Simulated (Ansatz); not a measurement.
A series of calculations on C₃H₅IOSi

### Relaxation

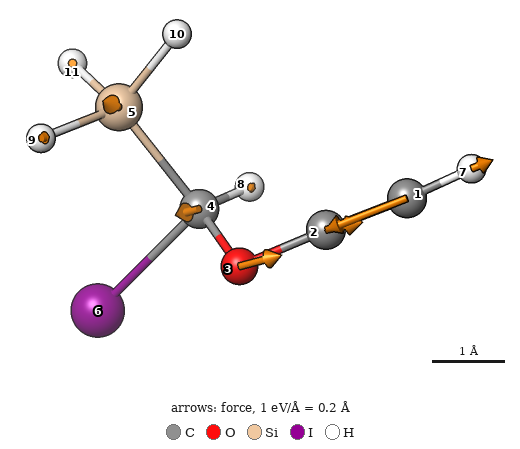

Starting geometry of C3H5IOSi with the computed forces as orange arrows. A ball-and-stick model, seen at a tilt.

The run prepares an end point of a later path (torsion) calculation, from a guessed geometry.

Theory: Ansatz 0.2.0, RKS B3LYP/def2-SVP.

Input file:
```yaml
crystal:
  periodic: [false, false, false]
  atoms:
    - { symbol: C, position_ang: [2.4433, -1.2695, 0.8163] }
    - { symbol: C, position_ang: [1.254, -0.9124, 1.0221] }
    - { symbol: O, position_ang: [-0.0341, -0.5569, 1.2665] }
    - { symbol: C, position_ang: [-0.6907, -0.3998, 0.0713] }
    - { symbol: Si, position_ang: [-0.7651, 1.2551, -0.7899] }
    - { symbol: I, position_ang: [-2.8443, -0.724, 0.6675] }
    - { symbol: H, position_ang: [3.4327, -1.5024, 0.6251] }
    - { symbol: H, position_ang: [-0.4733, -1.1871, -0.6477] }
    - { symbol: H, position_ang: [-1.19, 2.3795, 0.178] }
    - { symbol: H, position_ang: [0.5996, 1.5956, -1.2428] }
    - { symbol: H, position_ang: [-1.6665, 1.265, -1.9459] }
basis:
  gaussian: { orbitals: def2-SVP }
hamiltonian:
  xc: b3lyp
relax:
  f_tol: 0.015
  max_steps: 40
```

Launched with:
```bash
ansatz run input.yaml --threads 2 --pin off --max-ram 3072MiB --backend cpu --events-out ev --progress --plain --runs-dir out
```

Is this structure relaxed? If not, where do the atoms go?

Answer. It isn't relaxed: the largest force vector, on C1, is 6.47 eV/Å. The final displacements have little in common with the starting forces (cosine between the two patterns 0.10). After 18 accepted moves (19 points after the start) the energy has fallen by 0.664 eV. The largest force component goes from 6.1 to 0.0022 eV/Å. The line search rejected the trial step at point 12 of the run. The atom that moves furthest after the best rigid fit is H7 (1.44 Å). Largest moves by element: H 1.44 Å, O 1.17 Å, I 0.96 Å, C 0.67 Å, Si 0.41 Å. Among the contacts that change: Si5–H9 1.543 → 1.485 Å, C2–O3 1.358 → 1.305 Å, C1–C2 1.259 → 1.210 Å, C4–Si5 1.867 → 1.914 Å. Among the angles between lasting bonds that change: O3–C4–Si5 121.5° → 108.9°, C2–O3–C4 109.1° → 118.8°, O3–C4–I6 102.1° → 111.7°. Groups turn about O3–C4 by about 80°.

### Relaxation

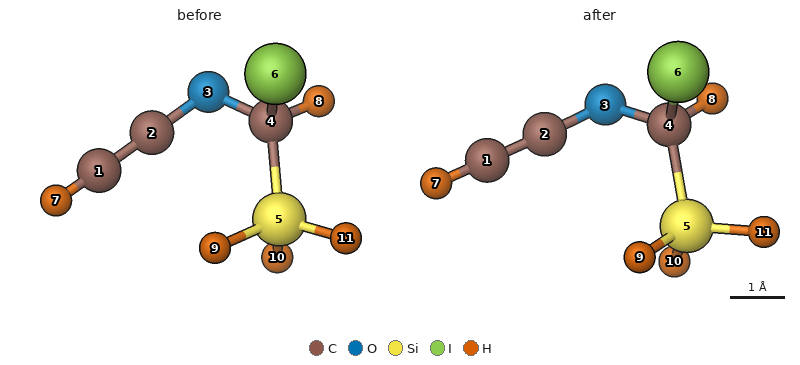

The structure of C₃H₅IOSi before (left) and after (right) a relaxation, at one scale.

The picture is a ball-and-stick view, seen face on.

The run prepares an end point of a later path (torsion) calculation, from a guessed geometry.

Level of theory: Ansatz 0.2.0, RKS B3LYP/def2-SVP. (no spin polarisation; force threshold 0.015 eV/Å; at most 40 steps)

Describe what moved and what it gained.

After 9 accepted moves (10 points after the start) the energy has fallen by 0.738 eV. Largest force component: 6.2 eV/Å at the start, 0.014 eV/Å at the end. The line search rejected the trial step at point 5 of the run. The largest move after the best rigid fit is that of H9, 0.56 Å. By element the largest moves are H 0.56 Å, C 0.32 Å, O 0.24 Å, Si 0.19 Å, I 0.11 Å. Some distances before and after: C2–Si5 2.898 → 3.192 Å, Si5–H9 1.543 → 1.484 Å, C4–Si5 1.867 → 1.925 Å, C2–O3 1.358 → 1.303 Å. Among the angles between lasting bonds that change: C2–O3–C4 109.1° → 119.3°, O3–C4–I6 102.1° → 111.6°, O3–C4–H8 113.4° → 105.0°.

### Path

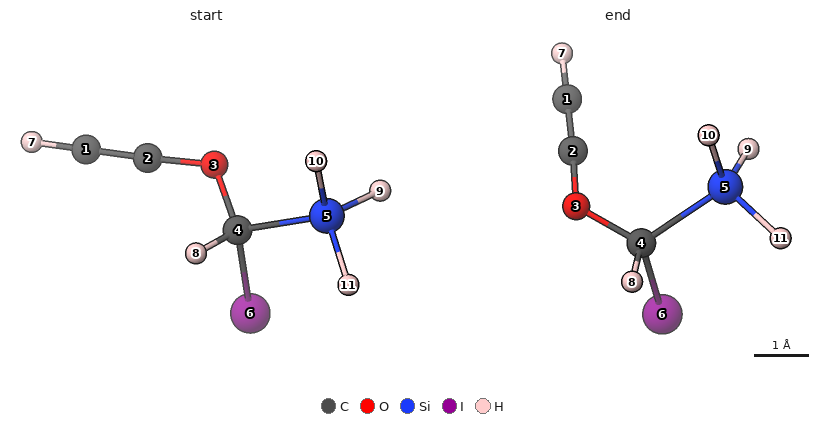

The two relaxed end points of a path for C3H5IOSi. The picture is a ball-and-stick view, seen from a free direction.

All numbers below come from RKS B3LYP/def2-SVP in Ansatz.

Input
```yaml
crystal:
  periodic: [false, false, false]
  atoms:
    - { symbol: C, position_ang: [2.266013, -1.778892, 1.221236] }
    - { symbol: C, position_ang: [1.49054, -0.893638, 0.941151] }
    - { symbol: O, position_ang: [0.685913, 0.092755, 0.655546] }
    - { symbol: C, position_ang: [-0.405809, -0.147636, -0.2061] }
    - { symbol: Si, position_ang: [-1.070804, 1.528479, -0.849031] }
    - { symbol: I, position_ang: [-2.052286, -1.246823, 0.830968] }
    - { symbol: H, position_ang: [2.949497, -2.564107, 1.47822] }
    - { symbol: H, position_ang: [-0.120932, -0.850899, -1.002085] }
    - { symbol: H, position_ang: [-1.536666, 2.340411, 0.303512] }
    - { symbol: H, position_ang: [0.041649, 2.222742, -1.559059] }
    - { symbol: H, position_ang: [-2.181514, 1.240709, -1.793857] }
basis:
  gaussian: { orbitals: def2-SVP }
hamiltonian:
  xc: b3lyp
neb:
  order_check: false
  images: 5
  f_tol: 0.05
  max_iterations: 36
  initial_path: idpp
  final_atoms:
    - { symbol: C, position_ang: [2.04763753, -0.84583498, 1.40238275] }
    - { symbol: C, position_ang: [1.2933922, -1.04826852, 0.47798971] }
    - { symbol: O, position_ang: [0.52146562, -1.301988, -0.54116886] }
    - { symbol: C, position_ang: [-0.69052391, -0.593958, -0.68332917] }
    - { symbol: Si, position_ang: [-0.62029441, 1.31879579, -0.48282963] }
    - { symbol: I, position_ang: [-2.27606455, -1.38791093, 0.68467017] }
    - { symbol: H, position_ang: [2.71264833, -0.66974735, 2.2251462] }
    - { symbol: H, position_ang: [-1.07385701, -0.88192514, -1.66931068] }
    - { symbol: H, position_ang: [-0.45294519, 1.70608608, 0.9394262] }
    - { symbol: H, position_ang: [0.51522029, 1.8249719, -1.30763616] }
    - { symbol: H, position_ang: [-1.91107791, 1.82288016, -1.02483952] }
```

Launched with:
```bash
ansatz run input.yaml --threads 2 --pin off --max-ram 3072MiB --backend cpu --events-out ev --progress --plain --runs-dir out
```

Question: Predict the minimum-energy path and its barrier.

Answer: Forward barrier 0.213 eV, backward barrier 0.176 eV, with image 3 at the top; the reaction energy is +0.037 eV. The motion is a rotation about the O3–C4 bond by about 150°, with a turn of about 165° about C1–C2. No bond forms or breaks between the ends. Bond angles that change up to the highest image, for instance: C2–O3–C4 118.8° → 125.2°, O3–C4–H8 110.5° → 106.5°. The band is converged. At the top, the vibrational analysis gives one imaginary mode (101i cm⁻¹), as a transition state must have.

Energies of the converged images:

```tsv
image	path (Å)	E (eV)
0	0.00	0.000
1	0.81	0.038
2	1.61	0.142
3	2.42	0.213
4	3.22	0.144
5	4.03	0.063
6	4.83	0.037
```

The geometry at the top of the path:

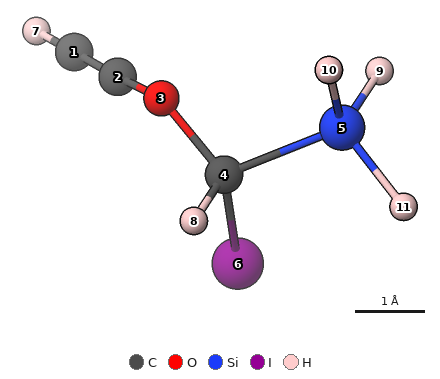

The run took 5.4 min on 2 threads of Intel(R) Xeon(R) Platinum 8375C CPU @ 2.90GHz (Ice Lake) (shared host), peak memory 0.4 GiB.
